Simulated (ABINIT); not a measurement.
## MoS2 (P6_3/mmc): G0W0 in ABINIT against the bands in the screening

Aim: move the bands in the screening of a G0W0 run on MoS2 (P6_3/mmc) over a wide range.

Calculated with ABINIT 10.8.3; PBE and many-body steps on it, plane waves.

The database entry behind the starting cell differs from later determinations by our own check (about 0.3 % long), so it need not match the best structure at ambient conditions.

**1. Starting point**

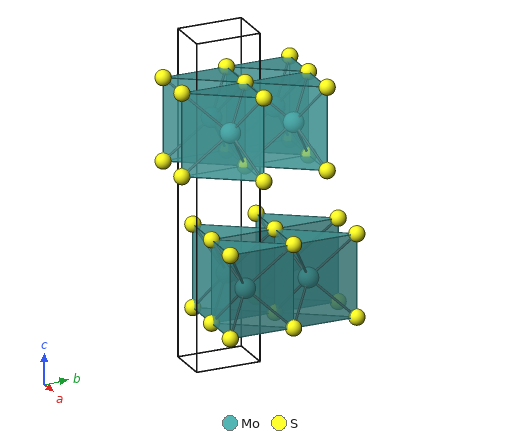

Start, viewed slightly off an axis; molybdenum teal, sulfur yellow. 2×2×1 cells are drawn. Some periodic images of atoms are drawn too.

As a file:

```cif
data_structure
_symmetry_space_group_name_H-M 'P6_3/mmc'
_symmetry_Int_Tables_number 194
_cell_length_a 3.1690
_cell_length_b 3.1690
_cell_length_c 12.3240
_cell_angle_alpha 90.000
_cell_angle_beta 90.000
_cell_angle_gamma 120.000
_cell_volume 107.18
loop_
_atom_site_label
_atom_site_type_symbol
_atom_site_symmetry_multiplicity
_atom_site_Wyckoff_symbol
_atom_site_fract_x
_atom_site_fract_y
_atom_site_fract_z
_atom_site_occupancy
Mo1 Mo 2 c 0.33333 0.66667 0.25000 1
S1 S 4 f 0.33333 0.66667 0.62300 1
```

The cell and positions come from the Crystallography Open Database and are kept as given unless a step says otherwise.

**2. Screening, 6×6×1 mesh, 34 bands, screening to 130.6 eV**

This step: ABINIT 10.8.3; RPA screening on PBE, plane waves, norm-conserving pseudopotentials.

The RPA dielectric matrix is built and inverted for each q.

File run.abi:

```
acell 3*1.0 Angstrom
rprim 
  3.169000000004 -0.000000000001 0.000000000000
  -1.584500000001 2.744434504597 0.000000000000
  0.000000000000 0.000000000000 12.324000000000
ntypat 2
znucl 42 16
natom 6
typat 1 1 2 2 2 2
xred 
  0.333333333333 0.666666666667 0.250000000000
  0.666666666667 0.333333333333 0.750000000000
  0.333333333333 0.666666666667 0.623000000000
  0.666666666667 0.333333333333 0.123000000000
  0.333333333333 0.666666666667 0.877000000000
  0.666666666667 0.333333333333 0.377000000000
pp_dirpath "pseudos"
pseudos "Mo.upf, S.upf"
ecut 36
ngkpt 6 6 1
nshiftk 1
shiftk 0 0 0
kptopt 1
chksymbreak 0
istwfk *1
occopt 1
irdwfk 1
optdriver 3
nband 34
ecuteps 4.8
inclvkb 2
awtr 1
symchi 1
indata_prefix "in"
outdata_prefix "out"
tmpdata_prefix "tmp"
```

The run is started by

```
$ OMP_NUM_THREADS=1 mpirun -n 8 abinit run.abi > log
```

What it wrote:

```text
.Version 10.8.3 of ABINIT. v10.8.2 released Aug 2026.

 Symmetries : space group P6_3/m m c (#194); Bravais hP (primitive hexag.)
[... echo of the input left out ...]
== DATASET  1 ==================================================================
-   mpi_nproc: 8, omp_nthreads: 1 (-1 if OMP is not activated)

--- !DatasetInfo
iteration_state: {dtset: 1, }
dimensions: {natom: 6, nkpt: 7, mband: 34, nsppol: 1, nspinor: 1, nspden: 1, mpw: 7481, }
cutoff_energies: {ecut:  36.0, pawecutdg:  -1.0, }
electrons: {nelect:   5.20000000E+01, charge:   0.00000000E+00, occopt:   1.00000000E+00, tsmear:   1.00000000E-02, }

 SCREENING: Calculation of the susceptibility and dielectric matrices

 Based on a program developped by R.W. Godby, V. Olevano, G. Onida, and L. Reining.
 Incorporated in ABINIT by V. Olevano, G.-M. Rignanese, and M. Torrent.
.Using double precision arithmetic ; gwpc =  8

[... cell and pseudopotentials left out ...]
--------------------------------------------------------------------------------

 ==== K-mesh for the wavefunctions ====
 Number of points in the irreducible wedge :     7
[... list of points left out ...]
 Together with 24 symmetry operations and time-reversal symmetry
 yields    36 points in the full Brillouin Zone.

 ==== Q-mesh for the screening function ====
 Number of points in the irreducible wedge :     7
[... list of points left out ...]
 Together with 24 symmetry operations and time-reversal symmetry
 yields    36 points in the full Brillouin Zone.

 setmesh: FFT mesh size selected  =    20x   20x   90
          total number of points  =        36000

 vcoul_init : cutoff-mode = AUXILIARY_FUNCTION
 q-points for optical limit:   1
     1)      0.000010    0.000020    0.000030

- screening: taking advantage of time-reversal symmetry
- Maximum band index for partially occupied states nbvw = 26
- Remaining bands to be divided among processors   nbcw = 8
- Number of bands treated by each node ~1

 Number of electrons calculated from density =   52.0000; Expected =   52.0000
 average of density, n =  0.071892
 r_s =    1.4919
 omega_plasma =   25.8640 [eV]

 calculating chi0 at frequencies [eV] :
  1    0.000000E+00    0.000000E+00
  2    0.000000E+00    2.586399E+01

--------------------------------------------------------------------------------
  q-point number  1        q = ( 0.000000, 0.000000, 0.000000) [r.l.u.]
--------------------------------------------------------------------------------
[... chi0 elements left out ...]
 For q-point:  0.000010 0.000020 0.000030
  dielectric constant =  13.0112
  dielectric constant without local fields =  14.6230

  Average fulfillment of the sum rule on Im[epsilon] for q-point    1 :     26.75  [%]
[... wings left out ...]
  q-point number  2        q = ( 0.166667, 0.000000, 0.000000) [r.l.u.]
--------------------------------------------------------------------------------
[... chi0 elements left out ...]
  Average fulfillment of the sum rule on Im[epsilon] for q-point    2 :     29.65  [%]

 [... 5 further q-points ...]
```

The job ended after 10 s (8 MPI ranks of Arm Neoverse V1, shared host; peak memory 1.9 GiB; 79 s of CPU time).

Numbers from this step:

```yaml
eps_infinity_with_local_fields_on_this_mesh_along_the_program_s_q_direction: 13.01
the_same_without_local_fields: 14.62
plasma_frequency: 25.86 eV
plane_waves_in_the_screening_matrix: 341
```

Local fields lower ε∞ by 11 %. On a Γ-centred mesh this coarse the value itself is usually too large, while a short band sum pulls it down.

**3. 34 bands**

This step: G0W0 on PBE, plane waves, norm-conserving pseudopotentials.

run.abi, as its differences from that of step 2:

```diff
@@ -27,8 +27,19 @@
 irdwfk 1
-optdriver 3
-nband 34
+optdriver 4
+nband 106
+gwcalctyp 0
+ecutsigx 36
+symsigma 1
+nkptgw 3
+kptgw 
+  0.0000000000 0.0000000000 0.0000000000
+  0.1666666667 0.1666666667 0.0000000000
+  0.3333333333 0.3333333333 0.0000000000
+bdgw 
+  25 28
+  25 28
+  25 28
 ecuteps 4.8
-inclvkb 2
-awtr 1
-symchi 1
+irdscr 1
+ppmodel 1
 indata_prefix "in"
```

What it wrote:

```text
.Version 10.8.3 of ABINIT. v10.8.2 released Aug 2026.

 Symmetries : space group P6_3/m m c (#194); Bravais hP (primitive hexag.)
[... echo of the input left out ...]
== DATASET  1 ==================================================================
-   mpi_nproc: 8, omp_nthreads: 1 (-1 if OMP is not activated)

--- !DatasetInfo
iteration_state: {dtset: 1, }
dimensions: {natom: 6, nkpt: 7, mband: 106, nsppol: 1, nspinor: 1, nspden: 1, mpw: 7481, }
cutoff_energies: {ecut:  36.0, pawecutdg:  -1.0, }
electrons: {nelect:   5.20000000E+01, charge:   0.00000000E+00, occopt:   1.00000000E+00, tsmear:   1.00000000E-02, }

 SIGMA: Calculation of the GW corrections

 Based on a program developped by R.W. Godby, V. Olevano, G. Onida, and L. Reining.
 Incorporated in ABINIT by V. Olevano, G.-M. Rignanese, and M. Torrent.
.Using double precision arithmetic ; gwpc =  8

[... cell and pseudopotentials left out ...]
--------------------------------------------------------------------------------

 ==== K-mesh for the wavefunctions ====
 Number of points in the irreducible wedge :     7
[... list of points left out ...]
 Together with 24 symmetry operations and time-reversal symmetry
 yields    36 points in the full Brillouin Zone.

 ==== Q-mesh for screening function ====
 Number of points in the irreducible wedge :     7
[... list of points left out ...]
 Together with 24 symmetry operations and time-reversal symmetry
 yields    36 points in the full Brillouin Zone.

 vcoul_init : cutoff-mode = AUXILIARY_FUNCTION
 q-points for optical limit:   1
     1)      0.000010    0.000020    0.000030
 setmesh: FFT mesh size selected  =    32x   32x  128
          total number of points  =       131072

 Number of electrons calculated from density =   52.0000; Expected =   52.0000
 average of density, n =  0.071892
 r_s =    1.4919
 omega_plasma =   25.8640 [eV]

 === KS Band Gaps ===
  >>>> For spin  1
   Minimum direct gap =   1.6539 [eV], located at k-point      :   0.3333  0.3333  0.0000
   Fundamental gap    =   0.8888 [eV], Top of valence bands at :   0.0000  0.0000  0.0000
                                       Bottom of conduction at :   0.1667  0.1667  0.0000
 SIGMA fundamental parameters:
 PLASMON POLE MODEL  1
 number of plane-waves for SigmaX                 7437
 number of plane-waves for SigmaC and W            341
 number of plane-waves for wavefunctions          7437
 number of bands                                   106
 number of independent spin polarizations            1
 number of spinorial components                      1
 number of k-points in IBZ                           7
 number of q-points in IBZ                           7
 number of symmetry operations                      24
 number of k-points in BZ                           36
 number of q-points in BZ                           36
 number of frequencies for dSigma/dE                 9
 frequency step for dSigma/dE [eV]                0.25
 number of omega for Sigma on real axis              0
 max omega for Sigma on real axis  [eV]           0.00
 zcut for avoiding poles [eV]                     0.10

 EPSILON^-1 parameters (SCR file):
 dimension of the eps^-1 matrix on file            341
 dimension of the eps^-1 matrix used               341
 number of plane-waves for wavefunctions          7437
 number of bands                                    34
 number of q-points in IBZ                           7
 number of frequencies                               2
 number of real frequencies                          1
 number of imag frequencies                          1

 matrix elements of self-energy operator (all in [eV])

 Perturbative Calculation

--- !SelfEnergy_ee
iteration_state: {dtset: 1, }
kpoint     : [   0.000,    0.000,    0.000, ]
spin       : 1
KS_gap     :    2.100
QP_gap     :    2.616
Delta_QP_KS:    0.517
data: !SigmaeeData |
     Band     E0 <VxcDFT>   SigX SigC(E0)      Z dSigC/dE  Sig(E)    E-E0       E
       25   7.290 -15.411 -16.658   2.049   0.729  -0.371 -14.826   0.585   7.875
       26   8.434 -16.391 -17.086   1.521   0.732  -0.366 -15.786   0.605   9.039
       27  10.534 -15.683 -11.194  -2.976   0.741  -0.349 -14.561   1.121  11.655
       28  10.534 -15.683 -11.194  -2.976   0.741  -0.349 -14.561   1.121  11.655

--- !SelfEnergy_ee
iteration_state: {dtset: 1, }
kpoint     : [   0.167,    0.167,    0.000, ]
spin       : 1
KS_gap     :    2.343
QP_gap     :    2.749
Delta_QP_KS:    0.406
data: !SigmaeeData |
     Band     E0 <VxcDFT>   SigX SigC(E0)      Z dSigC/dE  Sig(E)    E-E0       E
       25   6.952 -16.023 -17.484   2.295   0.726  -0.378 -15.417   0.605   7.557
       26   6.980 -16.154 -17.551   2.280   0.727  -0.375 -15.512   0.641   7.621
[...]
--- !SelfEnergy_ee
iteration_state: {dtset: 1, }
kpoint     : [   0.333,    0.333,    0.000, ]
spin       : 1
KS_gap     :    1.654
QP_gap     :    2.151
Delta_QP_KS:    0.497
data: !SigmaeeData |
     Band     E0 <VxcDFT>   SigX SigC(E0)      Z dSigC/dE  Sig(E)    E-E0       E
[...]
26   7.832 -16.516 -17.090   1.534   0.732  -0.366 -15.813   0.703   8.535
       27   9.486 -17.609 -13.378  -2.576   0.725  -0.379 -16.409   1.200  10.686
       28   9.486 -17.609 -13.378  -2.576   0.725  -0.379 -16.409   1.200  10.686

== END DATASET(S) ==============================================================
================================================================================

 -outvars: echo values of variables after computation  --------
           etotal      0.0000000000E+00
            nband         106
             nkpt           7
          spgroup         194
 [... the other variables as echoed above ...]

 Calculation completed.
```

It took 18 s on 8 MPI ranks; peak memory 1.7 GiB.

Numbers from this step:

```yaml
g0w0_gap_on_the_points_computed: 1.331 eV
starting_gap_on_the_mesh: 0.8887 eV
k_of_the_valence_top: 0, 0, 0
k_of_the_conduction_bottom: 0.1667, 0.1667, 0
z_at_the_valence_top: 0.732
z_at_the_conduction_bottom: 0.743
least_direct_g0w0_gap_on_the_computed_points: 2.151 eV
```

**4. Screening, 6×6×1 mesh, 44 bands, screening to 130.6 eV**

This step: RPA screening on PBE, plane waves, norm-conserving pseudopotentials.

run.abi, as its differences from that of step 3:

```diff
@@ -27,19 +27,8 @@
 irdwfk 1
-optdriver 4
-nband 106
-gwcalctyp 0
-ecutsigx 36
-symsigma 1
-nkptgw 3
-kptgw 
-  0.0000000000 0.0000000000 0.0000000000
-  0.1666666667 0.1666666667 0.0000000000
-  0.3333333333 0.3333333333 0.0000000000
-bdgw 
-  25 28
-  25 28
-  25 28
+optdriver 3
+nband 44
 ecuteps 4.8
-irdscr 1
-ppmodel 1
+inclvkb 2
+awtr 1
+symchi 1
 indata_prefix "in"
```

What it wrote:

```text
.Version 10.8.3 of ABINIT. v10.8.2 released Aug 2026.

 Symmetries : space group P6_3/m m c (#194); Bravais hP (primitive hexag.)
[... echo of the input left out ...]
== DATASET  1 ==================================================================
-   mpi_nproc: 8, omp_nthreads: 1 (-1 if OMP is not activated)

--- !DatasetInfo
iteration_state: {dtset: 1, }
dimensions: {natom: 6, nkpt: 7, mband: 44, nsppol: 1, nspinor: 1, nspden: 1, mpw: 7481, }
cutoff_energies: {ecut:  36.0, pawecutdg:  -1.0, }
electrons: {nelect:   5.20000000E+01, charge:   0.00000000E+00, occopt:   1.00000000E+00, tsmear:   1.00000000E-02, }

 SCREENING: Calculation of the susceptibility and dielectric matrices

 Based on a program developped by R.W. Godby, V. Olevano, G. Onida, and L. Reining.
 Incorporated in ABINIT by V. Olevano, G.-M. Rignanese, and M. Torrent.
.Using double precision arithmetic ; gwpc =  8

[... cell and pseudopotentials left out ...]
--------------------------------------------------------------------------------

 ==== K-mesh for the wavefunctions ====
 Number of points in the irreducible wedge :     7
[... list of points left out ...]
 Together with 24 symmetry operations and time-reversal symmetry
 yields    36 points in the full Brillouin Zone.

 ==== Q-mesh for the screening function ====
 Number of points in the irreducible wedge :     7
[... list of points left out ...]
 Together with 24 symmetry operations and time-reversal symmetry
 yields    36 points in the full Brillouin Zone.

 setmesh: FFT mesh size selected  =    20x   20x   90
          total number of points  =        36000

 vcoul_init : cutoff-mode = AUXILIARY_FUNCTION
 q-points for optical limit:   1
     1)      0.000010    0.000020    0.000030

- screening: taking advantage of time-reversal symmetry
- Maximum band index for partially occupied states nbvw = 26
- Remaining bands to be divided among processors   nbcw = 18
- Number of bands treated by each node ~2

 Number of electrons calculated from density =   52.0000; Expected =   52.0000
 average of density, n =  0.071892
 r_s =    1.4919
 omega_plasma =   25.8640 [eV]

 calculating chi0 at frequencies [eV] :
  1    0.000000E+00    0.000000E+00
  2    0.000000E+00    2.586399E+01

--------------------------------------------------------------------------------
  q-point number  1        q = ( 0.000000, 0.000000, 0.000000) [r.l.u.]
--------------------------------------------------------------------------------
[... chi0 elements left out ...]
 For q-point:  0.000010 0.000020 0.000030
  dielectric constant =  14.1525
  dielectric constant without local fields =  15.9698

  Average fulfillment of the sum rule on Im[epsilon] for q-point    1 :     45.55  [%]
[... wings left out ...]
  q-point number  2        q = ( 0.166667, 0.000000, 0.000000) [r.l.u.]
--------------------------------------------------------------------------------
[... chi0 elements left out ...]
  Average fulfillment of the sum rule on Im[epsilon] for q-point    2 :     49.16  [%]

 [... 5 further q-points ...]
```

Run time: 18 s. Hardware: 8 MPI ranks; peak memory 1.9 GiB.

This step gave:

* ε∞ with local fields, on this mesh, along the program's q direction: 14.15
* the same without local fields: 15.97
* plasma frequency: 25.86 eV
* plane waves in the screening matrix: 341

**5. 44 bands**

The self-energy is evaluated for the states that the input lists, and the levels follow from it, in one-shot runs by the linearised quasiparticle equation.

This step: G0W0 on PBE, plane waves, norm-conserving pseudopotentials.

run.abi, as its differences from that of step 4:

```diff
@@ -27,8 +27,19 @@
 irdwfk 1
-optdriver 3
-nband 44
+optdriver 4
+nband 106
+gwcalctyp 0
+ecutsigx 36
+symsigma 1
+nkptgw 3
+kptgw 
+  0.0000000000 0.0000000000 0.0000000000
+  0.1666666667 0.1666666667 0.0000000000
+  0.3333333333 0.3333333333 0.0000000000
+bdgw 
+  25 28
+  25 28
+  25 28
 ecuteps 4.8
-inclvkb 2
-awtr 1
-symchi 1
+irdscr 1
+ppmodel 1
 indata_prefix "in"
```

What it wrote:

```text
.Version 10.8.3 of ABINIT. v10.8.2 released Aug 2026.

 Symmetries : space group P6_3/m m c (#194); Bravais hP (primitive hexag.)
[... echo of the input left out ...]
== DATASET  1 ==================================================================
-   mpi_nproc: 8, omp_nthreads: 1 (-1 if OMP is not activated)

--- !DatasetInfo
iteration_state: {dtset: 1, }
dimensions: {natom: 6, nkpt: 7, mband: 106, nsppol: 1, nspinor: 1, nspden: 1, mpw: 7481, }
cutoff_energies: {ecut:  36.0, pawecutdg:  -1.0, }
electrons: {nelect:   5.20000000E+01, charge:   0.00000000E+00, occopt:   1.00000000E+00, tsmear:   1.00000000E-02, }

 SIGMA: Calculation of the GW corrections

 Based on a program developped by R.W. Godby, V. Olevano, G. Onida, and L. Reining.
 Incorporated in ABINIT by V. Olevano, G.-M. Rignanese, and M. Torrent.
.Using double precision arithmetic ; gwpc =  8

[... cell and pseudopotentials left out ...]
--------------------------------------------------------------------------------

 ==== K-mesh for the wavefunctions ====
 Number of points in the irreducible wedge :     7
[... list of points left out ...]
 Together with 24 symmetry operations and time-reversal symmetry
 yields    36 points in the full Brillouin Zone.

 ==== Q-mesh for screening function ====
 Number of points in the irreducible wedge :     7
[... list of points left out ...]
 Together with 24 symmetry operations and time-reversal symmetry
 yields    36 points in the full Brillouin Zone.

 vcoul_init : cutoff-mode = AUXILIARY_FUNCTION
 q-points for optical limit:   1
     1)      0.000010    0.000020    0.000030
 setmesh: FFT mesh size selected  =    32x   32x  128
          total number of points  =       131072

 Number of electrons calculated from density =   52.0000; Expected =   52.0000
[...]
number of plane-waves for wavefunctions          7437
 number of bands                                    44
 number of q-points in IBZ                           7
 number of frequencies                               2
 number of real frequencies                          1
 number of imag frequencies                          1

 matrix elements of self-energy operator (all in [eV])

 Perturbative Calculation

--- !SelfEnergy_ee
iteration_state: {dtset: 1, }
kpoint     : [   0.000,    0.000,    0.000, ]
spin       : 1
KS_gap     :    2.100
QP_gap     :    2.536
Delta_QP_KS:    0.436
data: !SigmaeeData |
     Band     E0 <VxcDFT>   SigX SigC(E0)      Z dSigC/dE  Sig(E)    E-E0       E
       25   7.290 -15.411 -16.658   1.938   0.761  -0.314 -14.885   0.526   7.816
       26   8.434 -16.391 -17.086   1.459   0.761  -0.314 -15.810   0.581   9.016
       27  10.534 -15.683 -11.194  -3.162   0.767  -0.304 -14.665   1.018  11.552
[...]
--- !SelfEnergy_ee
iteration_state: {dtset: 1, }
kpoint     : [   0.167,    0.167,    0.000, ]
spin       : 1
KS_gap     :    2.343
QP_gap     :    2.688
Delta_QP_KS:    0.345
data: !SigmaeeData |
     Band     E0 <VxcDFT>   SigX SigC(E0)      Z dSigC/dE  Sig(E)    E-E0       E
[...]
--- !SelfEnergy_ee
iteration_state: {dtset: 1, }
kpoint     : [   0.333,    0.333,    0.000, ]
spin       : 1
KS_gap     :    1.654
QP_gap     :    2.151
Delta_QP_KS:    0.497
data: !SigmaeeData |
     Band     E0 <VxcDFT>   SigX SigC(E0)      Z dSigC/dE  Sig(E)    E-E0       E
[...]
27   9.486 -17.609 -13.378  -2.717   0.758  -0.320 -16.462   1.147  10.633
       28   9.486 -17.609 -13.378  -2.717   0.758  -0.320 -16.462   1.147  10.633

== END DATASET(S) ==============================================================
================================================================================

 -outvars: echo values of variables after computation  --------
           etotal      0.0000000000E+00
            nband         106
             nkpt           7
          spgroup         194
 [... the other variables as echoed above ...]

 Calculation completed.
```

It took 18 s on 8 MPI ranks; peak memory 1.7 GiB; 2.4 min of CPU time.

Numbers from this step:

```yaml
g0w0_gap_on_the_points_computed: 1.240 eV
starting_gap_on_the_mesh: 0.8887 eV
k_of_the_valence_top: 0, 0, 0
k_of_the_conduction_bottom: 0.1667, 0.1667, 0
z_at_the_valence_top: 0.761
z_at_the_conduction_bottom: 0.771
least_direct_g0w0_gap_on_the_computed_points: 2.151 eV
```

The gap on the mesh goes from 0.89 eV to 1.24 eV, a correction of +0.35 eV.

(Part 1 of 2 ends here.)

[Paths, hosts, dates, memory and timing lines, banners, echoed tables and standing remarks are left out of the program output.]

[Logs are printed without paths, hosts, clocks, repeated set-up lines and the standing remarks that a program may print on its own settings, such as how far it seeks lower states.]

[Runs of the session that timed out or met a known fault of the program may be left out.]

[Hosts, paths, dates, database ids (printed as entryN), source tags and the programs' standing remarks are cut or masked in the printed files.]

[G0W0 gaps are taken among the corrected bands and points alone; a level outside them can change the order at an edge.]

[Where Ansatz stands beside ABINIT at settings called matched, ABINIT's density can come from a denser mesh and the files from another edition; pairs whose starting gaps differed by over 0.03 eV were left out, so agreement reads better than it is.]
